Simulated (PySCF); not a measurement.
# C3H8O2Si: the cost of one run

The runs use PySCF 2.14.0, with density-fitted response routines of our own; the level of theory stands in each step. All values are computed, except where a source is named. Atoms are numbered from 0 throughout.

### Step 1. Starting geometry

14 atoms, charge 0, multiplicity 1; geometry from: GFN2-xTB. The atoms were then displaced at random by about 0.01 Å, so the start is not that level's minimum.

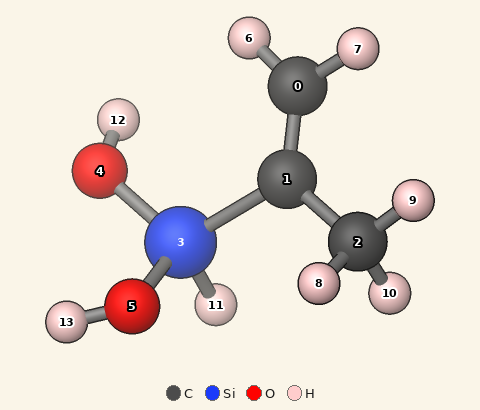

As it starts; carbon dark grey, silicon blue, oxygen red, hydrogen pink, atoms numbered; sticks join atoms by distance.

### Step 2. Geometry optimisation at PBE0-D3(BJ)/def2-SVP

The job: settings as JSON, then the geometry in Å.

```
{"job": {"xc": "PBE0", "basis": "def2-SVP", "d3": "d3bj", "grid": 1, "shake": 0.01, "kind": "geom"}, "charge": 0, "multiplicity": 1}
C     -0.588590     1.485010    -0.741110
C     -0.538630     0.304880    -0.189860
C     -1.737130    -0.609630    -0.175860
Si     1.066260    -0.353410     0.624610
O      2.355480     0.556830     0.356850
O      1.337520    -1.783780    -0.068440
H      0.240780     2.183610    -0.774300
H     -1.499280     1.877740    -1.215610
H     -1.453840    -1.545850    -0.619790
H     -2.573540    -0.176120    -0.674190
H     -2.006990    -0.829150     0.870610
H      0.852650    -0.520040     2.079990
H      2.315510     1.499540     0.576280
H      2.222650    -2.104710    -0.091810
```

Run with:

```console
OMP_NUM_THREADS=1 python probes_run.py task.json out
```

The driver reads the jobs from task.json and runs them one after another.

**Question.** How long does this first job take on 1 thread of Arm Neoverse V2, shared host, and how much memory does it need?

About 92 s, with a peak of 0.5 GiB.
